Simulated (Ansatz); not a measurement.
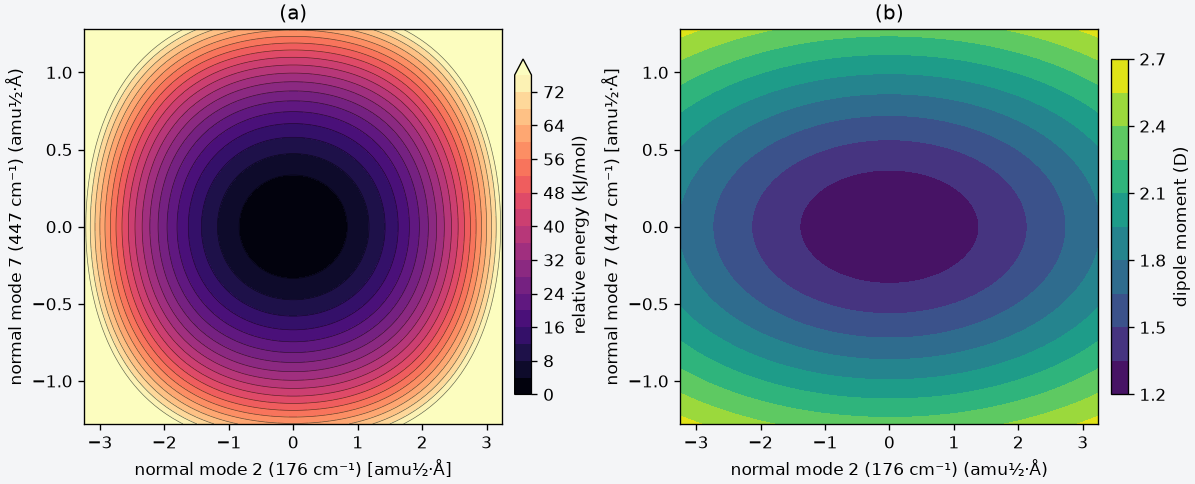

MoO2Cl2. Coordinates scanned: (1) normal mode 2 (176 cm⁻¹); (2) normal mode 7 (447 cm⁻¹). Nothing is relaxed (straight displacements along the two mass-weighted modes). Grid: 9 × 9 points; 48 points were computed and 33 follow by symmetry. Points are written as (first, second). Energies are in kJ/mol, from the lowest grid point. These are results of RKS B3LYP-D4/def2-SVP in Ansatz, not measurements.

Panel (a) is the energy; panel (b) is the computed dipole moment, in D.

In the figure: filled contours, one colour for all values above the top of the scale. Between grid points the surface is interpolated.

Question: How does the dipole moment vary over the map, and what is it at the lowest grid point?

Answer: Leaving out the highest fifth of the energies, it runs from 1.23 D at (0.00 amu½·Å, 0.00 amu½·Å) to 2.38 D at (−1.62 amu½·Å, −1.28 amu½·Å). At the lowest grid point, (0.00 amu½·Å, 0.00 amu½·Å), it is 1.23 D.

```csv
"normal mode 7 (447 cm⁻¹) ↓, normal mode 2 (176 cm⁻¹) →",−3.24,−2.43,−1.62,−0.81,0.00,0.81,1.62,2.43,3.24
1.28,2.60,2.48,2.38,2.32,2.30,2.32,2.38,2.48,2.60
0.96,2.28,2.13,2.01,1.94,1.91,1.94,2.01,2.13,2.28
0.64,2.02,1.84,1.70,1.60,1.57,1.60,1.70,1.84,2.02
0.32,1.85,1.64,1.47,1.36,1.32,1.36,1.47,1.64,1.85
0.00,1.79,1.57,1.39,1.27,1.23,1.27,1.39,1.57,1.79
−0.32,1.85,1.64,1.47,1.36,1.32,1.36,1.47,1.64,1.85
−0.64,2.02,1.84,1.70,1.60,1.57,1.60,1.70,1.84,2.02
−0.96,2.28,2.13,2.01,1.94,1.91,1.94,2.01,2.13,2.28
−1.28,2.60,2.48,2.38,2.32,2.30,2.32,2.38,2.48,2.60
```
